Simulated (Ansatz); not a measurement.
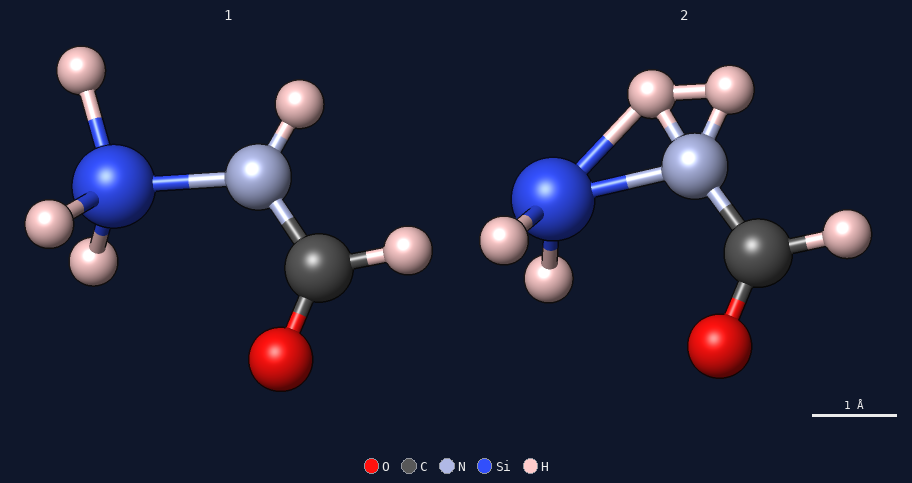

Two geometries of CH$_{5}$NOSi, drawn at one scale. One is the start of a relaxation, the other its converged end. A ball-and-stick model, seen at a tilt.

Level of theory: RHF/def2-SVP (Ansatz). Settings: no spin polarisation; force threshold 0.02 eV/Å; at most 50 steps.

### Which of the two is the end point?

Structure 1 is the relaxed one. The run prepares an end point of a later path (hydrogen shift) calculation, from a guessed geometry. An H atom moves most after the best rigid fit: 1.45 Å. Largest moves by element: H 1.45 Å, C 0.28 Å, N 0.28 Å, O 0.27 Å, Si 0.25 Å. Among the contacts that change: H–H 0.953 → 2.724 Å, H–N 1.040 → 2.573 Å, H–Si 1.722 → 1.480 Å, C–N 1.339 → 1.359 Å. Bonds break: H–N (1.04 → 2.57 Å). Among the angles between lasting bonds that change: N–Si–H 34.7° → 104.4°, H–Si–H 120.6° → 109.9°, C–N–Si 114.7° → 121.9°. The energy falls by 749.0 kJ/mol in 11 accepted moves (12 points after the start). The largest force component goes from 6 to 0.01 eV/Å. The line search rejected the trial step at point 11 of the run.
